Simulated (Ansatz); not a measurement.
Relaxed BaHfO3 (cubic perovskite):

```xyz
10
Lattice="8.4123 0.0000 0.0000 4.2062 4.2062 0.0000 0.0000 0.0000 4.2062" Properties=species:S:1:pos:R:3 pbc="T T T"
Ba     0.0000     0.0000     0.0000
Ba     4.2062     0.0000     0.0000
Hf     2.1031     2.1031     2.1031
Hf     6.3093     2.1031     2.1031
O      8.4123     2.1031     2.1031
O      4.2062     2.1031     2.1031
O      2.1031     2.1031     0.0000
O      6.3093     2.1031     0.0000
O      2.1031     0.0000     2.1031
O      6.3093     0.0000     2.1031
```

The atoms are displaced by Q × the pattern below (from a DFPT mode at M = (0.5, 0.5, 0.0), largest move 1; Q in Å), at fixed cell. It is one choice among 3 degenerate patterns. (q is in reciprocal vectors of the primitive cell; the cell shown is doubled to hold the pattern.)

```json
[
 {"atom": "Ba1", "x": "0.000", "y": "0.000", "z": "1.000"},
 {"atom": "Ba2", "x": "0.000", "y": "0.000", "z": "-1.000"}
]
```

Atoms not listed stay in place.

These are PBE (plane waves to 420 eV, PAW, scalar-relativistic; Ansatz, a quantum-chemistry and plane-wave program) values and carry that method's errors. k mesh 8×8×8 (Γ-centred), Fermi-Dirac smearing 0.05 eV. The energy includes the smearing's −TS. BaHfO3 is run without spin polarisation. BaHfO3 was relaxed with its symmetry unable to fall. Spin-orbit coupling is left out, though Hf is heavy. The zero of ΔE is the undisplaced structure.

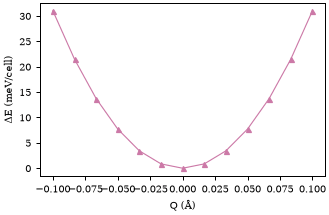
ΔE (meV/cell) against Q (Å); computed points joined by lines.

Q: What is the energy change at Q = 0.100 Å?

A: About 31 meV/cell.

Q: What harmonic wavenumber does the curvature at Q = 0 give?

A: About 78 cm⁻¹.

(For displaced atoms, the force is minus the slope of the energy, and its curvature is a force constant, which sets phonon frequencies.)
